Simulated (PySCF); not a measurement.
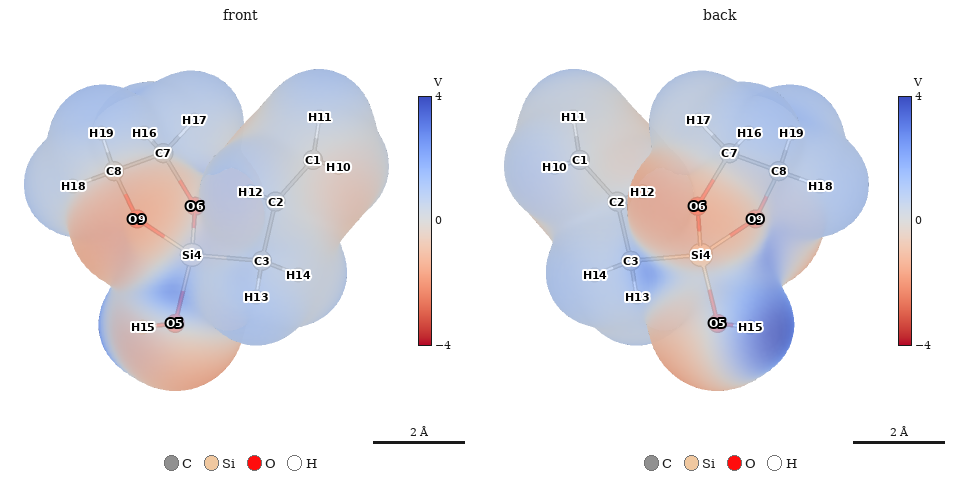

Figure. C₅H₁₀O₃Si (SMILES C=CC[Si]1(O)OCCO1). The electrostatic potential painted on the density surface at 0.004 e/bohr³, seen from the front and from behind; red is negative and blue positive.

Geometry: PBE0-D3(BJ)/def2-SVP.

The calculation used PySCF 2.14.0, CAM-B3LYP/def2-SVPD, SCF density, gas phase.

```yaml
atoms:
  - { symbol: C, position_ang: [-2.5967, -1.1130, 0.4132] }
  - { symbol: C, position_ang: [-1.9733, -0.0978, 1.0161] }
  - { symbol: C, position_ang: [-1.4776, 1.1374, 0.3355] }
  - { symbol: Si, position_ang: [0.3206, 0.9512, -0.0870] }
  - { symbol: O, position_ang: [0.8366, 2.4113, -0.6472] }
  - { symbol: O, position_ang: [0.6689, -0.2804, -1.1667] }
  - { symbol: C, position_ang: [1.2315, -1.3752, -0.4706] }
  - { symbol: C, position_ang: [1.9372, -0.8073, 0.7689] }
  - { symbol: O, position_ang: [1.1947, 0.3175, 1.1947] }
  - { symbol: H, position_ang: [-2.8289, -1.0885, -0.6566] }
  - { symbol: H, position_ang: [-2.8999, -2.0034, 0.9695] }
  - { symbol: H, position_ang: [-1.7461, -0.1778, 2.0858] }
  - { symbol: H, position_ang: [-1.5987, 2.0329, 0.9666] }
  - { symbol: H, position_ang: [-2.0171, 1.3272, -0.6071] }
  - { symbol: H, position_ang: [1.7252, 2.4479, -1.0133] }
  - { symbol: H, position_ang: [1.9320, -1.9151, -1.1276] }
  - { symbol: H, position_ang: [0.4306, -2.0757, -0.1714] }
  - { symbol: H, position_ang: [2.9727, -0.5033, 0.5236] }
  - { symbol: H, position_ang: [1.9899, -1.5498, 1.5811] }
```

### Where is the surface potential most negative and most positive?

The most negative region (about −1.6 V, or −37 kcal/mol for a unit charge) lies over O6 and O9, the most positive (about +3.3 V, or +76 kcal/mol for a unit charge) over H15.
